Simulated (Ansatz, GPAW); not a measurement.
# Screening of a field by Cl/Pt(100), part 3 of 3

How does Cl/Pt(100) screen a perpendicular field?

GPAW 26.7.0 and Ansatz 0.2.0; Ansatz plane waves; slab in vacuum with a dipole correction, relaxation; PAW set soft_1 (the session's first sound run).

So far, dipole along the normal (e·Å): step 2 (relaxation, PBE) 0.0743; step 3 (the slab's potential, PBE, GPAW) 0.0691; step 4 (field on, PBE, GPAW) -0.252; step 5 (In a field, PBE, GPAW) -0.0917.

## Step 8: In a field

Level of this step: GPAW, PAW setups; slab in vacuum (GPAW).

File run.py:

```python
import json
import numpy as np
from ase import Atoms
from gpaw import GPAW, PW
from gpaw.external import ConstantElectricField

slab = Atoms(
    ['Pt', 'Pt', 'Pt', 'Pt', 'Pt', 'Pt', 'Pt', 'Pt', 'Pt', 'Pt', 'Pt', 'Pt', 'Pt', 'Pt', 'Pt', 'Pt', 'Cl'],
    positions=[
        [1.38593, 1.38593, 8.00000],
        [0.00000, 0.00000, 9.96000],
        [1.38593, 1.38593, 11.95459],
        [-0.02516, -0.02516, 13.97299],
        [1.38593, 4.15779, 8.00000],
        [0.00000, 2.77186, 9.96000],
        [1.38593, 4.15779, 11.94044],
        [-0.02516, 2.79702, 13.97299],
        [4.15779, 1.38593, 8.00000],
        [2.77186, 0.00000, 9.96000],
        [4.15779, 1.38593, 11.94044],
        [2.79702, -0.02516, 13.97299],
        [4.15779, 4.15779, 8.00000],
        [2.77186, 2.77186, 9.96000],
        [4.15779, 4.15779, 12.04367],
        [2.79702, 2.79702, 13.97299],
        [1.38593, 1.38593, 15.65094]],
    cell=[[5.54372, 0.0, 0.0], [0.0, 5.54372, 0.0], [0.0, 0.0, 23.43029]],
    pbc=[True, True, False])

slab.calc = GPAW(mode=PW(400), xc='PBE', kpts={'size': (6, 6, 1), 'gamma': True},
                 occupations={'name': 'fermi-dirac', 'width': 0.1}, nbands='160%',
                 convergence={'density': 1e-05}, maxiter=200,
                 poissonsolver={'dipolelayer': 'xy'},
                 external=ConstantElectricField(0.1, [0, 0, 1]),
                 symmetry={'tolerance': 1e-3}, txt='slab.txt')
result = {}
energy = slab.get_potential_energy()
fermi = slab.calc.get_fermi_level()
v = slab.calc.get_electrostatic_potential().mean((0, 1)) - fermi
n = slab.calc.get_pseudo_density().mean((0, 1))
L = slab.cell[2, 2]
z = np.arange(len(v)) * L / len(v)
low, high = slab.positions[:, 2].min(), slab.positions[:, 2].max()
below, above = np.interp([low - 5.8, high + 5.8], z, v)
slopes = [np.interp(x, z, np.gradient(v, z)) for x in (low - 5.8, high + 5.8)]
eps = np.array([[slab.calc.get_eigenvalues(k, s) for k in range(len(slab.calc.get_ibz_k_points()))]
                for s in range(slab.calc.get_number_of_spins())]) - fermi
top, bottom = eps[eps < 0].max(), eps[eps > 0].min()
dipole = slab.get_dipole_moment()[2]
print(f'energy {energy:.4f} eV, Fermi level {fermi:.4f} eV, dipole {dipole:.5f} e A')
print(f'potential 5.8 A off the faces, from the Fermi level: lower {below:.4f} eV, upper {above:.4f} eV')
print(f'slope of the potential there: lower {slopes[0]:.5f}, upper {slopes[1]:.5f} eV/A')
print(f'nearest levels on the mesh: {top:.4f} and {bottom:.4f} eV')
print('magnetic moment', round(slab.get_magnetic_moment(), 3))
result.update(energy=energy, fermi=fermi, dipole=dipole, below=below, above=above, slopes=slopes, edges=[top, bottom],
              z=z.tolist(), v=v.tolist(), n=n.tolist(), positions=slab.positions.tolist(),
              forces=slab.get_forces(apply_constraint=False).tolist(), moments=slab.get_magnetic_moments().tolist())
json.dump(result, open('result.json', 'w'))
```

Started as:

```sh
> OMP_NUM_THREADS=1 OPENBLAS_NUM_THREADS=1 python run.py
```

What it wrote:

```text
energy -98.5496 eV, Fermi level 0.6671 eV, dipole 0.22942 e A
potential 5.8 A off the faces, from the Fermi level: lower 6.1625 eV, upper 4.8109 eV
slope of the potential there: lower -0.00006, upper 0.00009 eV/A
nearest levels on the mesh: -0.0027 and 0.0036 eV
magnetic moment 0.0
```

The job ended after 58 min (1 thread of Arm Neoverse V2, shared host; peak memory 1.5 GiB).

The electrostatic potential energy of an electron (without an applied field's), less the Fermi level, planar mean oscillates, so the rows of the table below give means over windows of 1.99 Å about each position, cut where the curve ends. Its maxima inside the range that stand out by 2 % of the span (Å: eV): 2.4: 6.16, 9.0: -2.27, 11.0: -2.20, 13.0: -2.23, 15.2: -0.00357. Its minima: 8.1: -21.9, 9.9: -22.7, 11.9: -22.7, 14.0: -22.7, 15.6: -2.36.

Table of electrostatic potential energy of an electron (without an applied field's), less the Fermi level, planar mean by z; means over each step:

| z (Å) | electrostatic potential energy of an electron (without an applied field's), less the Fermi level, planar mean (eV) |
| --- | --- |
| 0.99 | 6.10 |
| 2.98 | 6.16 |
| 4.97 | 6.12 |
| 6.96 | -2.06 |
| 8.95 | -11.7 |
| 10.94 | -11.5 |
| 12.93 | -11.6 |
| 14.92 | -6.69 |
| 16.91 | 3.97 |
| 18.90 | 4.81 |
| 20.89 | 4.81 |
| 22.88 | 4.86 |

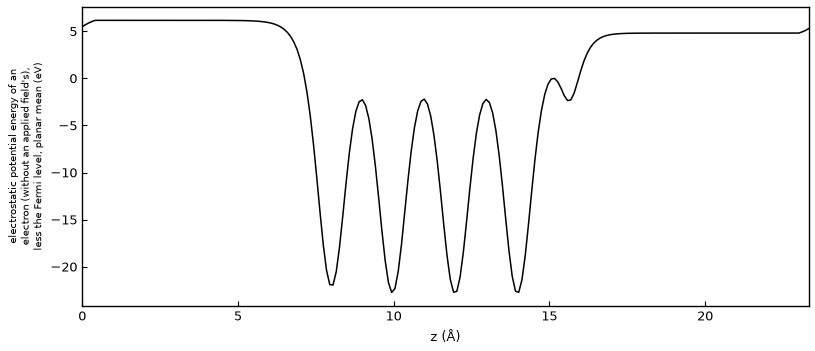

Electrostatic potential energy of an electron (without an applied field's), less the Fermi level, planar mean, plotted against z.

The dipole is now 0.229 e Å, against 0.069 in the run without a field.

## Step 9: In a field

Edit run.py of step 8 so:

```diff
@@ -33,3 +33,3 @@
                  poissonsolver={'dipolelayer': 'xy'},
-                 external=ConstantElectricField(0.1, [0, 0, 1]),
+                 external=ConstantElectricField(0.2, [0, 0, 1]),
                  symmetry={'tolerance': 1e-3}, txt='slab.txt')
```

What it wrote:

```text
energy -98.5808 eV, Fermi level 0.6344 eV, dipole 0.39024 e A
potential 5.8 A off the faces, from the Fermi level: lower 6.6896 eV, upper 4.3907 eV
slope of the potential there: lower -0.00008, upper 0.00007 eV/A
nearest levels on the mesh: -0.0027 and 0.0029 eV
magnetic moment 0.0
```

Wall time 60 min (1 thread); peak memory 1.5 GiB.

The electrostatic potential energy of an electron (without an applied field's), less the Fermi level, planar mean oscillates, so the rows of the table below give means over windows of 2.09 Å about each position, cut where the curve ends. Its maxima inside the range that stand out by 2 % of the span (Å: eV): 2.2: 6.69, 9.0: -2.00, 11.0: -2.13, 13.0: -2.36, 15.2: -0.340. Its minima: 8.1: -21.6, 9.9: -22.6, 11.9: -22.7, 14.0: -22.9, 15.6: -2.72.

Table of electrostatic potential energy of an electron (without an applied field's), less the Fermi level, planar mean by z; means over each step:

| z (Å) | electrostatic potential energy of an electron (without an applied field's), less the Fermi level, planar mean (eV) |
| --- | --- |
| 1.04 | 6.59 |
| 3.13 | 6.69 |
| 5.22 | 6.59 |
| 7.31 | -6.12 |
| 9.40 | -11.6 |
| 11.49 | -11.6 |
| 13.58 | -11.6 |
| 15.67 | -0.227 |
| 17.77 | 4.34 |
| 19.85 | 4.39 |
| 21.95 | 4.39 |

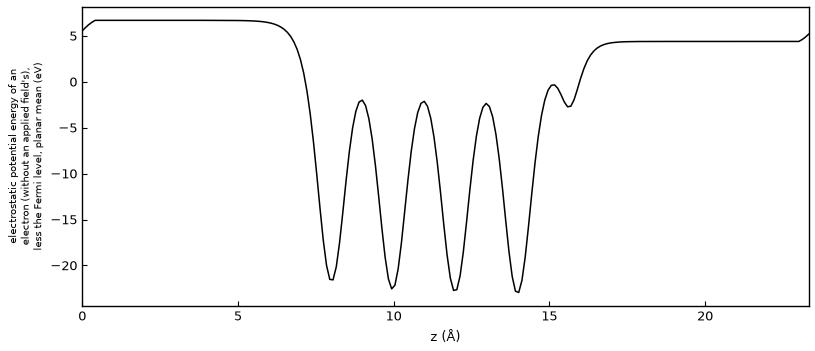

Electrostatic potential energy of an electron (without an applied field's), less the Fermi level, planar mean, plotted against z.

The dipole is now 0.390 e Å, against 0.069 in the run without a field.

## Step 10: Field on

Edit run.py of step 9 so:

```diff
@@ -33,3 +33,3 @@
                  poissonsolver={'dipolelayer': 'xy'},
-                 external=ConstantElectricField(0.2, [0, 0, 1]),
+                 external=ConstantElectricField(0.3, [0, 0, 1]),
                  symmetry={'tolerance': 1e-3}, txt='slab.txt')
```

What it wrote:

```text
energy -98.6282 eV, Fermi level 0.6010 eV, dipole 0.55107 e A
potential 5.8 A off the faces, from the Fermi level: lower 7.2180 eV, upper 3.9719 eV
slope of the potential there: lower -0.00010, upper 0.00004 eV/A
nearest levels on the mesh: -0.0027 and 0.0023 eV
magnetic moment 0.0
```

Run time: 62 min. Hardware: 1 thread; peak memory 1.6 GiB.

The dipole is now 0.551 e Å, against 0.069 in the run without a field.

## Step 11: The series

The members are put on one axis.

This step: induced dipole against applied field; PAW set soft_1 (GPAW 26.7.0).

The dipole along the normal by field:

| field (V/Å) | dipole along the normal (e·Å) |
| --- | --- |
| -0.200 | -0.253 |
| -0.100 | -0.0917 |
| -0.050 | -0.0116 |
| 0.000 | 0.0691 |
| 0.050 | 0.149 |
| 0.100 | 0.229 |
| 0.200 | 0.390 |
| 0.300 | 0.551 |

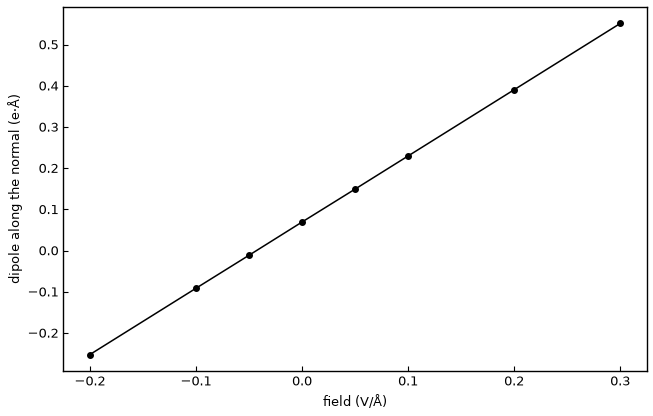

Dipole along the normal against field.

## Step 12: A changed run

One more run, with changed settings.

This step: GPAW, PAW setups; slab in vacuum (GPAW 26.7.0).

Edit run.py of step 10 so:

```diff
@@ -3,4 +3,3 @@
 from ase import Atoms
-from gpaw import GPAW, PW
-from gpaw.external import ConstantElectricField
+from gpaw import GPAW
 
@@ -29,7 +28,6 @@
 
-slab.calc = GPAW(mode=PW(400), xc='PBE', kpts={'size': (6, 6, 1), 'gamma': True},
+slab.calc = GPAW(mode='fd', h=0.4, xc='PBE', kpts={'size': (6, 6, 1), 'gamma': True},
                  occupations={'name': 'fermi-dirac', 'width': 0.1}, nbands='160%',
-                 convergence={'density': 1e-05}, maxiter=200,
+                 convergence={'density': 1e-05}, maxiter=50,
                  poissonsolver={'dipolelayer': 'xy'},
-                 external=ConstantElectricField(0.3, [0, 0, 1]),
                  symmetry={'tolerance': 1e-3}, txt='slab.txt')
```

What it wrote:

```text
energy -98.7095 eV, Fermi level -5.5453 eV, dipole 0.01809 e A
potential 5.8 A off the faces, from the Fermi level: lower 5.5986 eV, upper 5.4920 eV
slope of the potential there: lower -0.00001, upper 0.00001 eV/A
nearest levels on the mesh: -0.0037 and 0.0067 eV
magnetic moment 0.0
```

The job ended after 22 min (1 thread; peak memory 0.62 GiB).

The run finished. A setting was moved off its sound value on purpose, so it serves as a test and not as the result.

The fault put into the input: a grid far too coarse (mode = "fd" and h = 0.4).

Side by side:

| quantity | this run | sound run | difference |
| --- | --- | --- | --- |
| dipole along the normal (e·Å) | 0.018094 | 0.069113 | -0.0510 |
| upper work function (eV) | 5.4920 | 5.2318 | 0.260 |
| lower work function (eV) | 5.5986 | 5.6372 | -0.0387 |

The two runs differ clearly in the upper work function: 5.49 eV against 5.23 eV.

## Step 13: What came out

```yaml
work_function_upper_and_lower_face: 5.232 and 5.637 eV
dipole_along_the_normal: 0.0691 e Å
induced_dipole_per_field: 1.61 e Å per V/Å
out_of_plane_polarisability_per_area_alpha_eps_0_a: 9.46 Å
```

In words: The field induces 1.61 e Å per V/Å, a polarisable thickness α/(ε0 A) of 9.46 Å beside 7.65 Å between the outermost nuclei. A perfect conductor would give the distance between its two image planes; a dielectric of thickness t gives t(1 - 1/ε). The two faces differ by 0.41 eV, the step that the slab's dipole makes (e p/(ε0 A) gives 0.41 eV), so the dipole layer is needed. The induced dipole is linear in the field over this range. The cell of 30.7 Å² holds one Cl, started on one chosen site; other sites and coverages weren't tried. The in-plane lattice was kept as typed, which isn't the functional's own and leaves some strain; spin-orbit coupling and temperature are left out.

[Logs are printed without paths, hosts, clocks, repeated set-up lines and the standing remarks that a program may print on its own settings, such as how far it seeks lower states.]

[Hosts, paths, dates, database ids (printed as entryN), source tags and the programs' standing remarks are cut or masked in the printed files.]
